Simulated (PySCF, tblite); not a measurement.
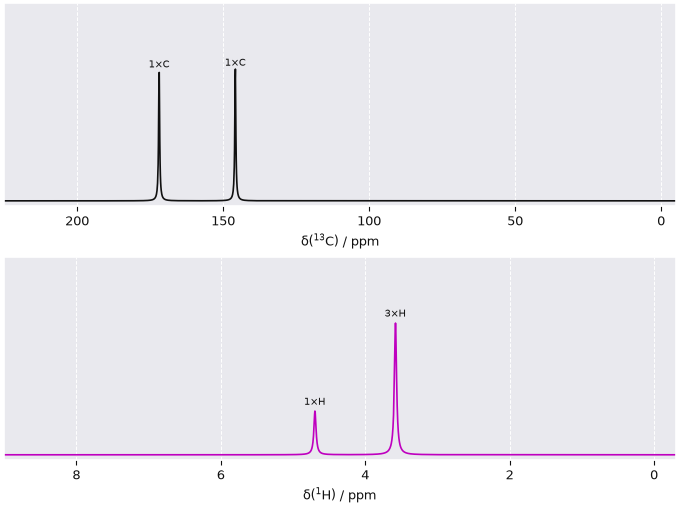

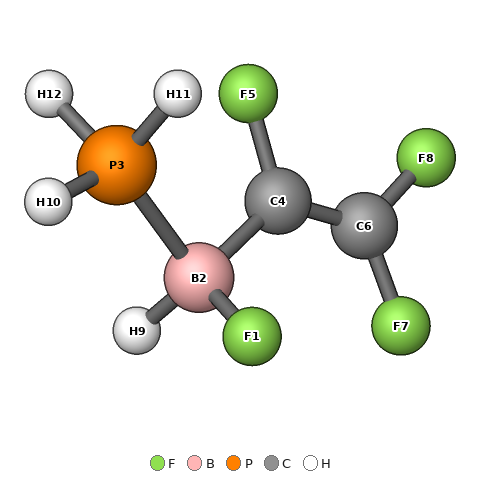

Spectrum and numbered structure of C₂H₄BF₄P, SMILES F[B@@H-]([PH3+])C(F)=C(F)F. GIAO shifts, PBE0/pcSseg-1 with PySCF, at a GFN2-xTB geometry (a minimum by its frequencies), against TMS for ¹³C and TMS for ¹H computed at the same level. Gas phase, fully decoupled, line heights follow the number of nuclei, widths are arbitrary (no quadrupolar broadening); values of one conformer, averaged over methyl-type rotors and exact or near symmetry; other conformers aren't averaged in.

**Assign the ¹³C signals to the numbered atoms.**

```csv
δ (ppm),nuclei,atoms
171.9,1,C6
145.8,1,C4
```

**Which atoms give which ¹H line?**

| δ (ppm) | nuclei | atoms |
| --- | --- | --- |
| 4.70 | 1 | H9 |
| 3.58 | 3 | H10, H11, H12 |

Note: the tight-binding geometry is rougher than a DFT one and adds to the error.
